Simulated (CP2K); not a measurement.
**C2HF3O2 (trifluoroacetic acid), step by step**

Aim: energy and forces (BLYP/pcseg-0), then energy and forces (BLYP/pcseg-1), then energy and gradient (BLYP/aug-pcseg-1), then energy and forces (BLYP/pcseg-2) of C2HF3O2 (trifluoroacetic acid). 

The calculation is run with CP2K 2026.2.

### Step 1. The system as given

C2HF3O2: 8 atoms, total charge 0, spin state singlet. SMILES: `O=C(O)C(F)(F)F`. The shape is that of a GFN2-xTB optimisation. This is one conformer, not always the lowest.

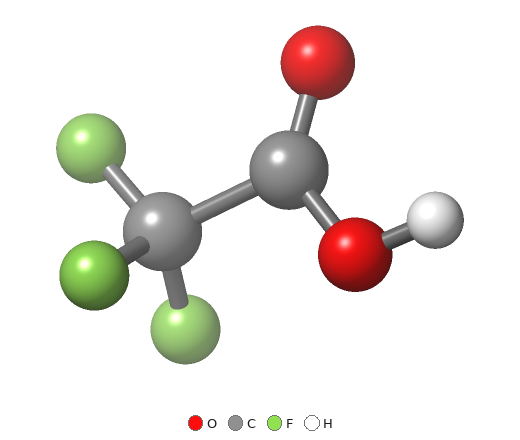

The structure, seen from a chosen angle (oxygen red, carbon grey, fluorine green, hydrogen white).

### Step 2. Energy and forces at BLYP/pcseg-0 (run 1)

molecule.inp

```
&FORCE_EVAL
  METHOD QUICKSTEP
  &DFT
    BASIS_SET_FILE_NAME ./pcseg_0.basis
    POTENTIAL_FILE_NAME POTENTIAL
    &QS
      METHOD GAPW
      EPS_DEFAULT 1.0E-10
    &END
    &MGRID
      CUTOFF 280
      REL_CUTOFF 50
      NGRIDS 4
    &END
    &POISSON
      PERIODIC NONE
      POISSON_SOLVER WAVELET
    &END
    &SCF
      SCF_GUESS ATOMIC
      EPS_SCF 1.0E-06
      MAX_SCF 150
      ADDED_MOS 3
      &DIAGONALIZATION
        ALGORITHM STANDARD
      &END
      &MIXING
        METHOD DIRECT_P_MIXING
        ALPHA 0.4
      &END
    &END
    &XC
      &XC_FUNCTIONAL
        &GGA_X_B88
        &END
        &GGA_C_LYP
        &END
      &END
    &END
    &PRINT
      &MOMENTS
        PERIODIC F
        REFERENCE COM
        MAX_MOMENT 1
      &END
      &MO ON
        ENERGIES T
        OCCUPATION_NUMBERS T
        NDIGITS 6
        &EACH
          QS_SCF 0
        &END
        ADD_LAST NUMERIC
      &END
      &HIRSHFELD OFF
      &END
    &END
  &END
  &SUBSYS
    &CELL
      ABC 11.9 11.9 11.9
      PERIODIC NONE
    &END
    &COORD
      O      1.722320    -0.318620     0.209600
      C      0.532580    -0.356930     0.214640
      O     -0.228650    -1.293700     0.740610
      C     -0.368010     0.741380    -0.430980
      F      0.361470     1.725630    -0.947290
      F     -1.196750     1.275490     0.471380
      F     -1.117830     0.229130    -1.412310
      H      0.294870    -2.002390     1.154340
    &END
    &TOPOLOGY
      &CENTER_COORDINATES
      &END
    &END
    &KIND O
      BASIS_SET pcseg-0
      POTENTIAL ALL
    &END
    &KIND C
      BASIS_SET pcseg-0
      POTENTIAL ALL
    &END
    &KIND F
      BASIS_SET pcseg-0
      POTENTIAL ALL
    &END
    &KIND H
      BASIS_SET pcseg-0
      POTENTIAL ALL
    &END
  &END
  &PRINT
    &FORCES ON
    &END
  &END
&END

&GLOBAL
  PROJECT molecule
  RUN_TYPE ENERGY_FORCE
  PRINT_LEVEL MEDIUM
&END
```

The run is started by

```bash
$ OMP_NUM_THREADS=2 cp2k.psmp -i molecule.inp > molecule.out 2>&1
```

Log:

```text
CP2K| version string:                                       CP2K version 2026.2
[...]
 GLOBAL| Method name                                                        CP2K
[...]
 GLOBAL| Run type                                                   ENERGY_FORCE
[...]
 DFT| Spin restricted Kohn-Sham (RKS) calculation                            RKS
 DFT| Multiplicity                                                             1
[...]
 DFT| Charge                                                                   0
[...]
 FUNCTIONAL| GGA_X_B88:
[...]
 FUNCTIONAL| GGA_C_LYP:
[...]
 QS| Method:                                                                GAPW
[...]
 QS| Density cutoff [a.u.]:                                                140.0
[...]
 QS| Relative density cutoff [a.u.]:                                        25.0
[...]
                             - Atoms:                                          8
[...]
                             - Spherical basis functions:                     65
[...]
 Number of electrons:                                                         56
[...]
     1 P_Mix/Diag. 0.40E+00    2.4     0.57388602      -526.6779670347 -5.27E+02
[...]
    14 DIIS/Diag.  0.11E-05    1.5     0.00000072      -525.2249634891 -1.63E-11
  *** SCF run converged in    14 steps ***
[...]
  Overlap energy of the core charge distribution:               0.00000333511830
  Self energy of the core charge distribution:               -519.14637670710340
  Core Hamiltonian energy:                                    -39.46177314015131
  Hartree energy:                                             133.45861727355012
  Exchange-correlation energy:                                -22.80148535923774
[...]
 ENERGY| Total FORCE_EVAL ( QS ) energy [hartree]           -525.224963489107949
[...]
```

Wall time 28 s (2 threads of Intel Xeon Platinum 8259CL at 2.50GHz (Skylake/Cascade Lake), shared host); peak memory 0.85 GiB.

### Step 3. Energy and forces at BLYP/pcseg-1 (run 2)

molecule.inp

```
&GLOBAL
    PROJECT molecule
    RUN_TYPE ENERGY_FORCE
    PRINT_LEVEL MEDIUM
&END GLOBAL
&FORCE_EVAL
    METHOD Quickstep
    &DFT
        BASIS_SET_FILE_NAME ./pcseg_1.basis
        POTENTIAL_FILE_NAME POTENTIAL
        &QS
            METHOD GAPW
            EPS_DEFAULT 1.0E-10
        &END QS
        &MGRID
            CUTOFF 280
            REL_CUTOFF 50
            NGRIDS 4
        &END MGRID
        &POISSON
            PERIODIC NONE
            POISSON_SOLVER WAVELET
        &END POISSON
        &SCF
            SCF_GUESS ATOMIC
            EPS_SCF 1.0E-06
            MAX_SCF 150
            ADDED_MOS 3
            &DIAGONALIZATION
                ALGORITHM STANDARD
            &END DIAGONALIZATION
            &MIXING
                METHOD DIRECT_P_MIXING
                ALPHA 0.4
            &END MIXING
        &END SCF
        &XC
            &XC_FUNCTIONAL
                &GGA_X_B88
                &END GGA_X_B88
                &GGA_C_LYP
                &END GGA_C_LYP
            &END XC_FUNCTIONAL
        &END XC
        &PRINT
            &MOMENTS
                PERIODIC F
                REFERENCE COM
                MAX_MOMENT 1
            &END MOMENTS
            &MO ON
                ENERGIES T
                OCCUPATION_NUMBERS T
                NDIGITS 6
                &EACH
                    QS_SCF 0
                &END EACH
                ADD_LAST NUMERIC
            &END MO
            &HIRSHFELD OFF
            &END HIRSHFELD
        &END PRINT
    &END DFT
    &SUBSYS
        &CELL
            ABC 11.9 11.9 11.9
            PERIODIC NONE
        &END CELL
        &COORD
            O      1.722320    -0.318620     0.209600
            C      0.532580    -0.356930     0.214640
            O     -0.228650    -1.293700     0.740610
            C     -0.368010     0.741380    -0.430980
            F      0.361470     1.725630    -0.947290
            F     -1.196750     1.275490     0.471380
            F     -1.117830     0.229130    -1.412310
            H      0.294870    -2.002390     1.154340
        &END COORD
        &TOPOLOGY
            &CENTER_COORDINATES
            &END CENTER_COORDINATES
        &END TOPOLOGY
        &KIND O
            BASIS_SET pcseg-1
            POTENTIAL ALL
        &END KIND
        &KIND C
            BASIS_SET pcseg-1
            POTENTIAL ALL
        &END KIND
        &KIND F
            BASIS_SET pcseg-1
            POTENTIAL ALL
        &END KIND
        &KIND H
            BASIS_SET pcseg-1
            POTENTIAL ALL
        &END KIND
    &END SUBSYS
    &PRINT
        &FORCES ON
        &END FORCES
    &END PRINT
&END FORCE_EVAL
```

The run is started by

```bash
$ OMP_NUM_THREADS=2 cp2k.psmp -i molecule.inp -o molecule.out
```

Log:

```text
CP2K| version string:                                       CP2K version 2026.2
[...]
 GLOBAL| Method name                                                        CP2K
[...]
 GLOBAL| Run type                                                   ENERGY_FORCE
[...]
 DFT| Spin restricted Kohn-Sham (RKS) calculation                            RKS
 DFT| Multiplicity                                                             1
[...]
 DFT| Charge                                                                   0
[...]
 FUNCTIONAL| GGA_X_B88:
[...]
 FUNCTIONAL| GGA_C_LYP:
[...]
 QS| Method:                                                                GAPW
[...]
 QS| Density cutoff [a.u.]:                                                140.0
[...]
 QS| Relative density cutoff [a.u.]:                                        25.0
[...]
                             - Atoms:                                          8
[...]
                             - Spherical basis functions:                    103
[...]
 Number of electrons:                                                         56
[...]
     1 P_Mix/Diag. 0.40E+00    2.6     0.52388430      -527.9543490469 -5.28E+02
[...]
    18 DIIS/Diag.  0.15E-05    1.6     0.00000067      -526.6488385034 -8.64E-12
  *** SCF run converged in    18 steps ***
[...]
  Overlap energy of the core charge distribution:               0.00000333511830
  Self energy of the core charge distribution:               -519.14637670710340
  Core Hamiltonian energy:                                    -40.11150618051764
  Hartree energy:                                             122.44817095620982
  Exchange-correlation energy:                                -21.45519566546794
[...]
 ENERGY| Total FORCE_EVAL ( QS ) energy [hartree]           -526.648838503371962
[...]
```

It took 34 s on 2 threads of Intel Xeon Platinum 8259CL at 2.50GHz (Skylake/Cascade Lake), shared host; peak memory 0.85 GiB.

Run 3 isn't shown in full; the table further down has it.

### Step 4. Energy and gradient at BLYP/pcseg-2 (run 4)

calc.inp

```
&GLOBAL
  PROJECT_NAME calc
  RUN_TYPE ENERGY_FORCE
  PRINT_LEVEL MEDIUM
&END GLOBAL

&FORCE_EVAL
  METHOD Quickstep
  &DFT
    BASIS_SET_FILE_NAME ./pcseg_2.basis
    POTENTIAL_FILE_NAME POTENTIAL
    CHARGE 0
    MULTIPLICITY 1
    &QS
      METHOD GAPW
      EPS_DEFAULT 1.0E-10
    &END QS
    &MGRID
      CUTOFF 280
      REL_CUTOFF 50
      NGRIDS 4
    &END MGRID
    &POISSON
      PERIODIC NONE
      POISSON_SOLVER WAVELET
    &END POISSON
    &SCF
      SCF_GUESS ATOMIC
      EPS_SCF 1.0E-06
      MAX_SCF 150
      ADDED_MOS 3
      &DIAGONALIZATION
        ALGORITHM STANDARD
      &END DIAGONALIZATION
      &MIXING
        METHOD DIRECT_P_MIXING
        ALPHA 0.4
      &END MIXING
    &END SCF
    &XC
      &XC_FUNCTIONAL
        &GGA_X_B88
        &END GGA_X_B88
        &GGA_C_LYP
        &END GGA_C_LYP
      &END XC_FUNCTIONAL
    &END XC
    &PRINT
      &MOMENTS
        PERIODIC F
        REFERENCE COM
        MAX_MOMENT 1
      &END MOMENTS
      &MO ON
        ENERGIES T
        OCCUPATION_NUMBERS T
        NDIGITS 6
        &EACH
          QS_SCF 0
        &END EACH
        ADD_LAST NUMERIC
      &END MO
      &HIRSHFELD OFF
      &END HIRSHFELD
    &END PRINT
  &END DFT
  &SUBSYS
    &CELL
      ABC [angstrom] 11.9 11.9 11.9
      PERIODIC NONE
    &END CELL
    &COORD
      O      1.722320    -0.318620     0.209600
      C      0.532580    -0.356930     0.214640
      O     -0.228650    -1.293700     0.740610
      C     -0.368010     0.741380    -0.430980
      F      0.361470     1.725630    -0.947290
      F     -1.196750     1.275490     0.471380
      F     -1.117830     0.229130    -1.412310
      H      0.294870    -2.002390     1.154340
    &END COORD
    &TOPOLOGY
      &CENTER_COORDINATES
      &END CENTER_COORDINATES
    &END TOPOLOGY
    &KIND O
      BASIS_SET pcseg-2
      POTENTIAL ALL
    &END KIND
    &KIND C
      BASIS_SET pcseg-2
      POTENTIAL ALL
    &END KIND
    &KIND F
      BASIS_SET pcseg-2
      POTENTIAL ALL
    &END KIND
    &KIND H
      BASIS_SET pcseg-2
      POTENTIAL ALL
    &END KIND
  &END SUBSYS
  &PRINT
    &FORCES ON
    &END FORCES
  &END PRINT
&END FORCE_EVAL
```

The run is started by

```bash
$ OMP_NUM_THREADS=2 cp2k.psmp -i calc.inp > calc.out 2>&1
```

Log:

```text
CP2K| version string:                                       CP2K version 2026.2
[...]
 GLOBAL| Method name                                                        CP2K
[...]
 GLOBAL| Run type                                                   ENERGY_FORCE
[...]
 DFT| Spin restricted Kohn-Sham (RKS) calculation                            RKS
 DFT| Multiplicity                                                             1
[...]
 DFT| Charge                                                                   0
[...]
 FUNCTIONAL| GGA_X_B88:
[...]
 FUNCTIONAL| GGA_C_LYP:
[...]
 QS| Method:                                                                GAPW
[...]
 QS| Density cutoff [a.u.]:                                                140.0
[...]
 QS| Relative density cutoff [a.u.]:                                        25.0
[...]
                             - Atoms:                                          8
[...]
                             - Spherical basis functions:                    224
[...]
 Number of electrons:                                                         56
[...]
     1 P_Mix/Diag. 0.40E+00    3.0     0.29758907      -528.2582081439 -5.28E+02
[...]
    15 DIIS/Diag.  0.39E-05    1.8     0.00000087      -526.9751205147 -4.83E-11
  *** SCF run converged in    15 steps ***
[...]
  Overlap energy of the core charge distribution:               0.00000333511830
  Self energy of the core charge distribution:               -519.14637670710340
  Core Hamiltonian energy:                                    -40.33596128394127
  Hartree energy:                                             127.61363644871273
  Exchange-correlation energy:                                -22.18402355075752
[...]
 ENERGY| Total FORCE_EVAL ( QS ) energy [hartree]           -526.975120514716991
[...]
```

Wall time 35 s (2 threads of Intel Xeon Platinum 8259CL at 2.50GHz (Skylake/Cascade Lake), shared host); peak memory 0.86 GiB.

### Step 5. The series

```tsv
run	level	energy (Eh)	dipole moment (D)	HOMO energy (eV)	LUMO energy (eV)	wall time
1	BLYP/pcseg-0	-525.224963	2.43	-7.19	-1.92	28 s
2	BLYP/pcseg-1	-526.648839	2.41	-7.29	-1.92	34 s
3	BLYP/aug-pcseg-1	-526.681964	2.42	-7.47	-2.22	38 s
4	BLYP/pcseg-2	-526.975121	2.45	-7.47	-2.19	35 s
```

Convergence of the total energy of singlet C2HF3O2 with the basis set, against the last point:

```tsv
basis set	from the last (mEh)	wall time
pcseg-0	+1750.157	28 s
pcseg-1	+326.282	34 s
aug-pcseg-1	+293.157	38 s
pcseg-2	+0.000	35 s
```

Convergence of the dipole moment of singlet C2HF3O2 with the basis set, against the last point:

```tsv
basis set	from the last (D)	wall time
pcseg-0	-0.0225	28 s
pcseg-1	-0.0356	34 s
aug-pcseg-1	-0.0355	38 s
pcseg-2	+0.0000	35 s
```

### Step 6. Outcome

| quantity | value |
| --- | --- |
| run 4, BLYP/pcseg-2: total energy | -526.97512 Eh |
| run 4, BLYP/pcseg-2: dipole moment | 2.45 D |
| run 4, BLYP/pcseg-2: HOMO energy | -7.47 eV |
| run 4, BLYP/pcseg-2: LUMO energy | -2.19 eV |
| run 4, BLYP/pcseg-2: HOMO–LUMO gap | 5.28 eV |
| run 4, BLYP/pcseg-2: largest force on an atom | 1.711 eV/Å |

What this shows: The dipole moment (its size) runs from 2.41 D (BLYP/pcseg-1) to 2.45 D (BLYP/pcseg-2). The HOMO–LUMO gap runs from 5.26 eV (BLYP/aug-pcseg-1) to 5.36 eV (BLYP/pcseg-1). All runs together took 2.2 min, the longest 38 s.
